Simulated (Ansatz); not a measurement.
# HfSi₅ (triplet): what the fields show

Input file:

```
crystal:
  periodic: [false, false, false]
  atoms:
    - {symbol: Hf, position_ang: [1.965669, 0.153296, 0.553924]}
    - {symbol: Si, position_ang: [-0.278666, 1.212131, -0.519399]}
    - {symbol: Si, position_ang: [0.981503, -0.295379, -1.862129]}
    - {symbol: Si, position_ang: [-0.305537, 0.296810, 1.757945]}
    - {symbol: Si, position_ang: [-2.157939, -0.036948, 0.147048]}
    - {symbol: Si, position_ang: [-0.205030, -1.329911, -0.077390]}
basis:
  gaussian: {orbitals: def2-TZVP, initial_orbitals: start.molden}
magnetization: {spin_polarized: true, initial_magnetization: 2}
hamiltonian: {xc: pbe0, dispersion: d4}
scf: {omitted_lower_state_checks: [starts]}
output: {orbitals: {seedname: orbitals}}
```

Command:

```sh
ansatz run in.yaml --threads 4 --pin off --events-out ev --progress --plain --max-ram 4787MiB
```

Geometry: PBE0-D4/def2-SVP; core potentials replace the inner electrons of Hf.

All numbers below come from UKS PBE0-D4/def2-TZVP (Ansatz).

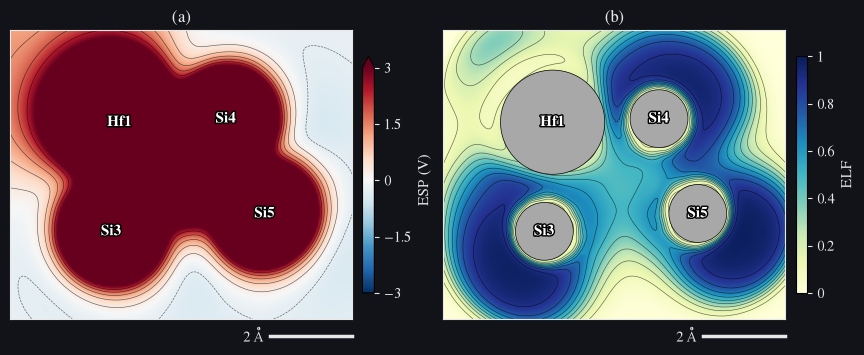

Figure 1. (a) electrostatic potential; (b) ELF on the plane of atoms Si3, Hf1 and Si4. Grey discs cover the atomic cores in the ELF map.

Question: What do the fields say about this system?

Answer:
- Atoms in the plane: Hf and Si.
- Hf–Si (2.57 Å): the ELF peaks at about 0.70 in the valence shell of Si, 1.1 Å from its nucleus, and is about 0.50 at the midpoint.
- Si–Si (2.48 Å): the ELF peaks at about 0.75 between the atoms.
- Hf–Si (2.65 Å): the ELF peaks at about 0.70 in the valence shell of Si, 1.1 Å from its nucleus, and is about 0.45 at the midpoint.
- The ELF also peaks beside Si5, away from the bonds: non-bonding electrons, paired or unpaired.
- Outside the dense part of the molecule the potential is most negative (−0.5 V) near Hf1.

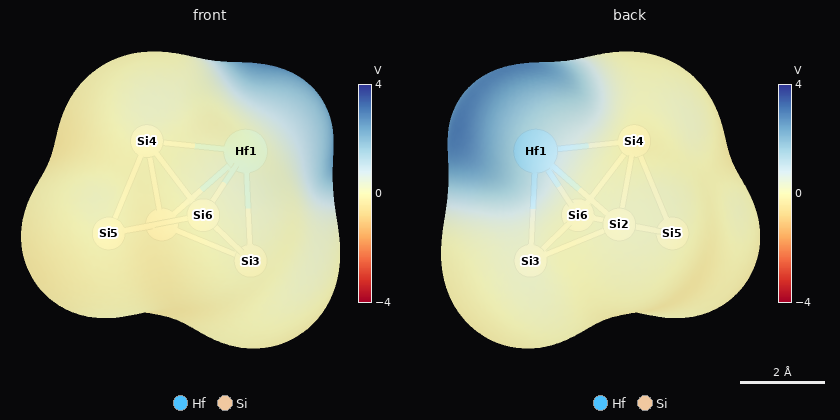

Figure 2. The molecular electrostatic potential painted on the density surface at 0.002 e/bohr³, seen from the front and from behind; the colour scale runs from red (negative) to blue (positive).

Question: Which sites attract a positive test charge, and which a negative one?

Answer: A positive charge is drawn to the negative regions and a negative charge to the positive ones. The most negative region (about −0.4 V) lies over Si2, the most positive (about +3.0 V) over Hf1.

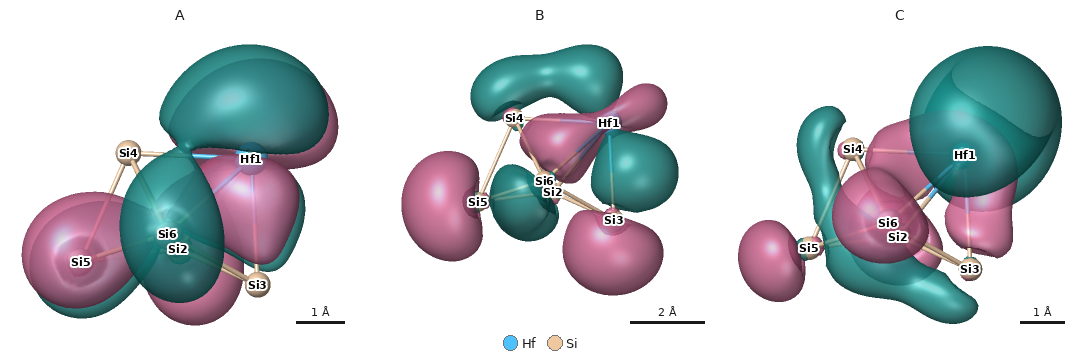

Figure 3. Three frontier orbitals at ±0.06 Å⁻³ᐟ² (teal and pink are the two phases), in no order.

Question: Order the three orbitals by energy and name them. All are α orbitals.

Answer: B is the HOMO−1 (α) (−5.95 eV). It lies mainly on Hf1 (about 30 %), Si3 (about 25 %), Si5 (about 20 %), Si4 (about 10 %), Si2 (about 5 %) and Si6 (about 5 %). C is the HOMO (α) (−4.90 eV). It lies mainly on Hf1 (about 65 %), Si2 (about 10 %), Si6 (about 10 %) and Si5 (about 10 %). A is the LUMO (α) (−2.77 eV). It lies mainly on Hf1 (about 55 %), Si2 (about 10 %), Si6 (about 10 %) and Si5 (about 10 %).

Question: What is the gap between the highest occupied and lowest empty α orbitals?

Answer: 2.13 eV between the orbital energies.
